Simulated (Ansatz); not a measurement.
**CH6InNS: density, localisation and related maps**

The calculation's input:

```
crystal:
  periodic: [false, false, false]
  atoms:
    - {symbol: C, position_ang: [-0.276055, 1.907231, 0.361517]}
    - {symbol: In, position_ang: [-0.065731, -0.213203, 0.204728]}
    - {symbol: N, position_ang: [0.767592, -1.173497, -1.362203]}
    - {symbol: S, position_ang: [-0.652390, -1.673642, 2.012511]}
    - {symbol: H, position_ang: [0.705931, 2.376638, 0.290039]}
    - {symbol: H, position_ang: [-0.900596, 2.281989, -0.450010]}
    - {symbol: H, position_ang: [-0.730213, 2.170331, 1.315706]}
    - {symbol: H, position_ang: [0.616667, -2.164128, -1.474735]}
    - {symbol: H, position_ang: [0.790907, -0.727721, -2.266620]}
    - {symbol: H, position_ang: [-0.256101, -2.784006, 1.369066]}
basis:
  gaussian: {orbitals: def2-TZVPP}
hamiltonian: {xc: pbe0, dispersion: d4}
output: {orbitals: {seedname: orbitals}}
```

Run with:

```sh
ansatz run in.yaml --threads 4 --pin off --events-out ev --progress --plain --max-ram 10444MiB
```

Geometry: PBE0-D4/def2-TZVP; core potentials replace the inner electrons of In.

Level of theory: RKS PBE0-D4/def2-TZVPP in Ansatz 0.2.0.

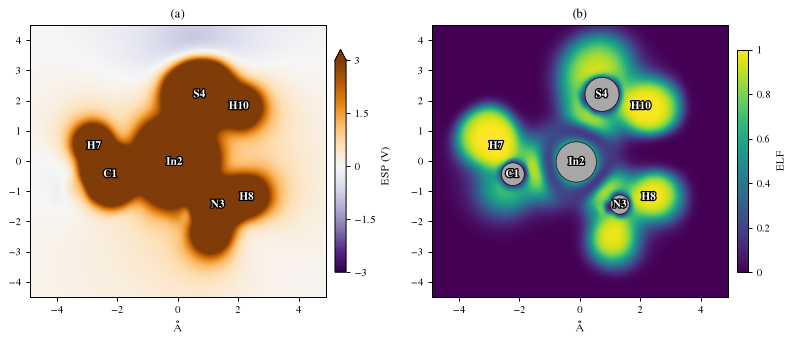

Figure 1. (a) molecular electrostatic potential; (b) ELF on the plane of atoms In2, C1 and H7. Grey discs cover the atomic cores in the ELF map.

What do the fields say about this system?

The plane passes through C, In, N, S and H nuclei. In–N (2.02 Å): the ELF peaks at about 0.85 in the valence shell of N, 0.6 Å from its nucleus, and drops to about 0.15 between the two atoms. C–In (2.14 Å): the ELF peaks at about 0.90 in the valence shell of C, 0.6 Å from its nucleus, and drops to about 0.20 between the two atoms. In–S (2.40 Å): the ELF peaks at about 0.85 in the valence shell of S, 0.9 Å from its nucleus, and drops to about 0.15 between the two atoms. N–H (1.01 Å): the ELF climbs to about 1 towards the hydrogen, as it does in any bond to H (an ordinary covalent bond to hydrogen). C–H (1.09 Å): the ELF climbs to about 1 towards the hydrogen; an ordinary covalent bond to hydrogen. The ELF also peaks beside S4, away from the bonds: lone-pair regions. Outside the dense part of the molecule the potential is most negative (−0.8 V) near S4.

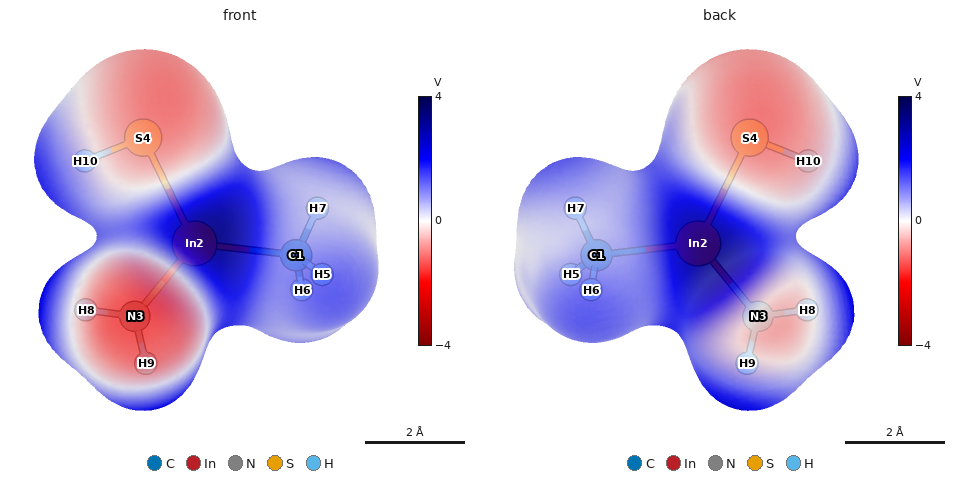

Figure 2. The electrostatic potential painted on the density surface at 0.004 e/bohr³, seen from the front and from behind; the colour scale runs from red (negative) to blue (positive).

Which sites attract a positive test charge, and which a negative one?

A positive charge is drawn to the negative regions and a negative charge to the positive ones. The most negative region (about −1.6 V) lies over N3, the most positive (about +3.3 V) over In2. N3 is the likeliest acceptor of a hydrogen bond.

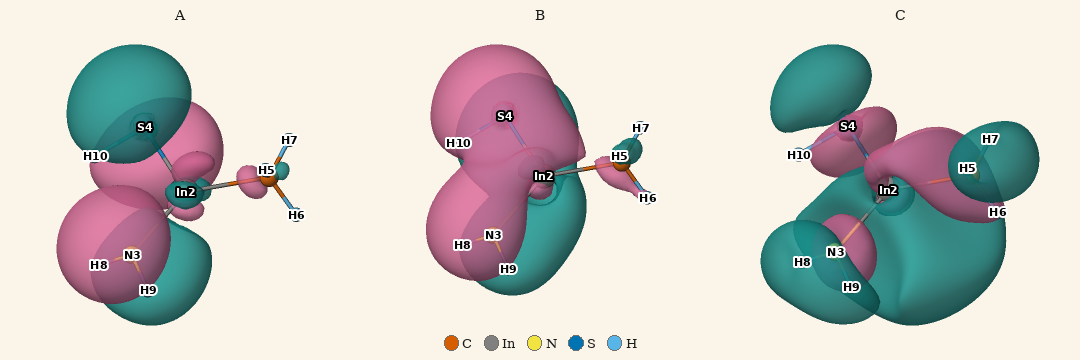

Figure 3. Three frontier orbitals at ±0.05 Å⁻³ᐟ² (teal and pink are the two phases), in no order.

Which picture is the HOMO−1, the HOMO and the LUMO?

B is the HOMO−1 (−7.38 eV). Its weight (Hirshfeld) is mainly on S4 (about 45 %), N3 (about 30 %) and In2 (about 15 %). A is the HOMO (−6.89 eV). By Hirshfeld shares it lies mainly on N3 (about 40 %), S4 (about 40 %) and In2 (about 10 %); largely a combination of lone pairs on N3 and S4. C is the LUMO (−0.66 eV). It lies mainly on In2 (about 55 %), S4 (about 15 %), N3 (about 10 %) and C1 (about 10 %).

What is the HOMO–LUMO gap?

6.23 eV between the orbital energies.
